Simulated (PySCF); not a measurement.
## Electronic structure of BH6NSe (SMILES [NH3+][BH2-][SeH]) in real space

Input

```
# [NH3+][BH2-][SeH]
import pyscf.grad
from pyscf import gto, dft

molecule = gto.M(
    atom='start.xyz',
    basis='def2-tzvpd',
    max_memory=3720,
    verbose=3,
)

mf = dft.RKS(molecule, xc='pbe0')
mf = mf.density_fit(auxbasis='def2-universal-jkfit')
mf.conv_tol = 1e-09
mf.max_cycle = 100
mf.grids.level = 3
mf.kernel()
if not mf.converged:
    mf = mf.newton().run(mf.mo_coeff, mf.mo_occ)

e_tot = mf.e_tot
print('E(%s) = %.9f' % ('PBE0', e_tot))
grad = mf.Gradients().kernel()
mf.analyze()
```

Launched as:

```sh
OMP_NUM_THREADS=2 python input.py
```

Geometry: PBE0-D4/def2-SVP.

These are results of Gaussian-basis quantum chemistry of an isolated molecule with PySCF, energy and nuclear gradient, functional PBE0 (PySCF), not measurements.

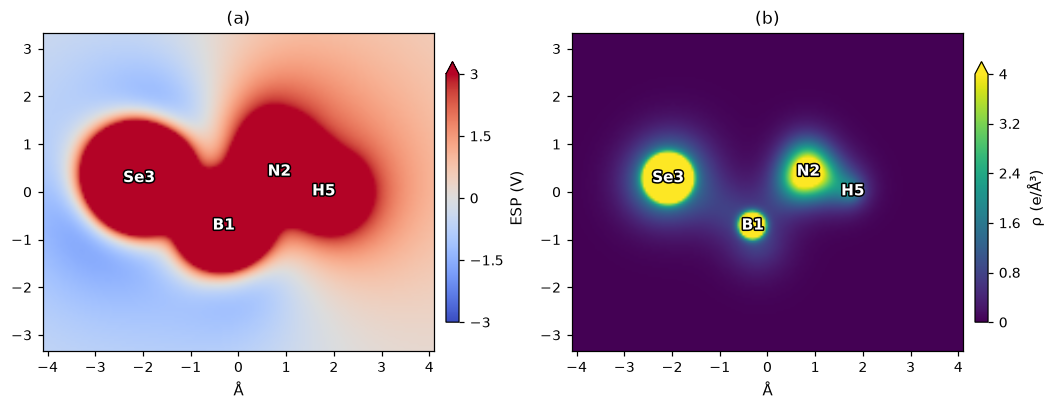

Figure 1. (a) molecular electrostatic potential; (b) electron density on the plane of atoms N2, B1 and Se3.

Q: Describe what can be read from this map.

A:
- The section cuts through B, N, Se and H sites.
- B–N (1.63 Å): the density is about 1.2 e/Å³ at the midpoint.
- B–Se (2.03 Å): ρ at the midpoint is about 0.89 e/Å³, with its minimum of 0.77 e/Å³ about 0.7 Å from B.
- N–H (1.02 Å): ρ at the midpoint is about 2.9 e/Å³.
- Outside the dense part of the molecule the potential is most negative (−1.6 V) near Se3.

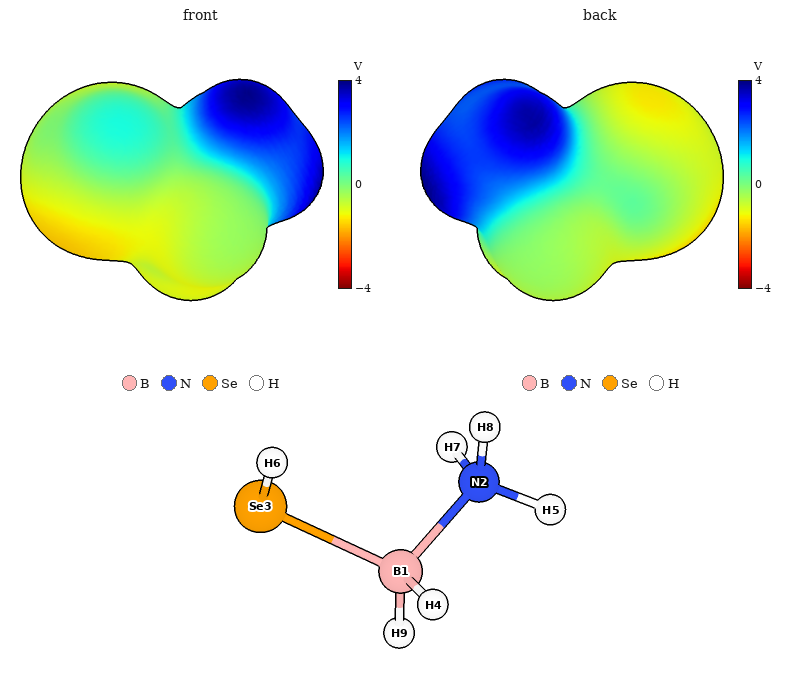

Figure 2. The electrostatic potential painted on the density surface at 0.004 e/bohr³, seen from the front and from behind; the colour scale runs from red (negative) to blue (positive). The bare structure is drawn below in the same view.

Q: Where is the surface potential most negative and most positive?

A: The most negative region (about −1.5 V) lies over Se3, the most positive (about +3.9 V) over H5 and H8.

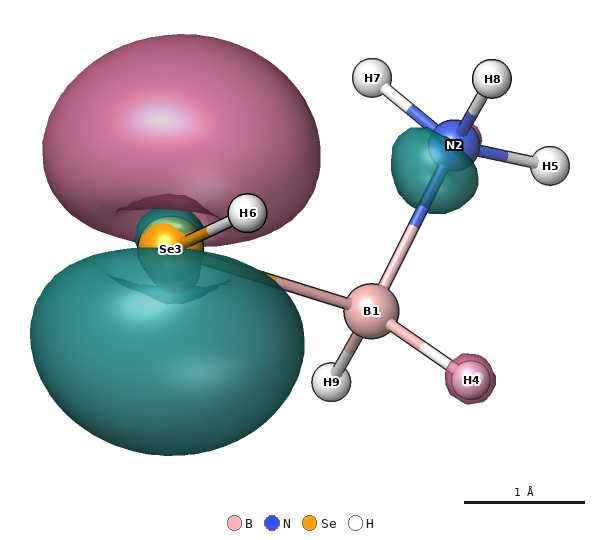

Figure 3. One frontier orbital at ±0.15 Å⁻³ᐟ² (teal and pink are the two phases), seen at an oblique angle.

Q: Which orbital is it: HOMO or LUMO?

A: The HOMO, at −6.07 eV. It lies mainly on Se3 (about 85 %); largely a lone pair of Se3.
